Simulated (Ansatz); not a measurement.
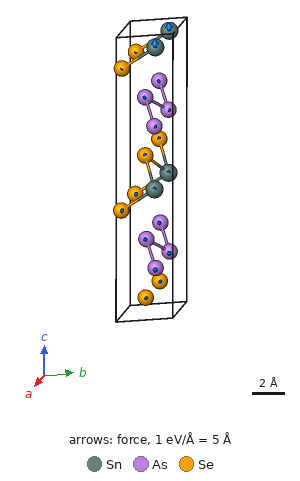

Starting geometry of solid SnAs2Se2 (a generated structure, set up in P1) (coarse preliminary run) with the computed forces as blue arrows. The picture is a ball-and-stick view of the cell of the calculation, repeated 2 × 1 × 1 with one cell outlined, seen slightly off an axis.

Method: DFT PBE+D3(BJ), scalar-relativistic, plane waves, PAW in Ansatz.

Input file:
```yaml
crystal:
  lattice:
    - [1.8898693485, -3.2887610881, -0.0300131465]
    - [-3.7925079905, -0.0127357055, 0.1028428438]
    - [-0.3118618979, 0.0865931826, -19.0944753857]
  atoms:
    - { symbol: Sn, position: [0.7266130726, 0.8564708679, 0.4972012662] }
    - { symbol: Sn, position: [0.7377951555, 0.8716549162, 0.9970664937] }
    - { symbol: As, position: [0.7296328251, 0.8548197112, 0.7192949343] }
    - { symbol: As, position: [0.734630148, 0.8791683047, 0.2206901834] }
    - { symbol: As, position: [0.0684962904, 0.5282418896, 0.7872718765] }
    - { symbol: As, position: [0.0737147055, 0.552512308, 0.2884682274] }
    - { symbol: Se, position: [0.3995368918, 0.1995404098, 0.9122630892] }
    - { symbol: Se, position: [0.388125103, 0.1864797961, 0.4122797754] }
    - { symbol: Se, position: [0.0648189171, 0.5285685463, 0.5825320267] }
    - { symbol: Se, position: [0.0766368909, 0.5425432501, 0.0829321272] }
basis:
  ecutwfc: 420
kpoints:
  mp_grid: { grid: [6, 6, 1] }
hamiltonian:
  xc: pbe
  dispersion: d3bj
scf:
  occupations: { method: gaussian, width: 0.1 }
  lower_state_search: "off"
output:
  forces: true
  stress: true
  eigenvalues: true
relax:
  adjacent_minimum: "off"
  f_tol: 0.04
  max_steps: 70
  cell: { stress_tol: 0.4 }
```

Command:
```bash
ansatz run input.yaml --threads 1 --pin off --max-ram 2560MiB --backend cpu --events-out ev --progress --plain --runs-dir out
```

Is this structure relaxed? If not, where do the atoms go?

It isn't relaxed: the largest force vector, on Sn2, is 0.12 eV/Å. The final displacements follow the starting forces only in part (cosine between the two patterns 0.60). The atom that moves furthest relative to the cell is As6 (0.055 Å in a general direction near [−1 −3 −1]). Largest moves by element: As 0.055 Å, Se 0.036 Å, Sn 0.027 Å. Cell: a 3.793 → 3.798 Å (+0.1 %), b 3.794 → 3.795 Å (0.0 %), c 19.097 → 19.149 Å (+0.3 %), α 90.6° → 90.2°, γ 119.7° → 120.0°. Volume +0.1 %. Some distances before and after: Sn2–Se10 2.742 → 2.734 Å, As3–As5 2.555 → 2.550 Å, Sn1–Se8 2.731 → 2.736 Å, Sn1–Se8 (another image) 2.720 → 2.724 Å. The space group stays P1 (No. 1). Over 1 accepted move (3 points after the start) the energy falls by 8.4 meV per cell of the calculation. The largest force component goes from 0.12 to 0.033 eV/Å. Pressure: 0.09 GPa at the start and −0.04 GPa at the end. The line search rejected the trial step at point 1 of the run. The SCF was repeated once at an unchanged geometry on a basis and grid sized afresh for the cell, which shifted the energy by 0.1 meV per cell of the calculation at most. The run took 3.1 min on 1 thread of Arm Neoverse V1 (shared host), peak memory 0.67 GiB.
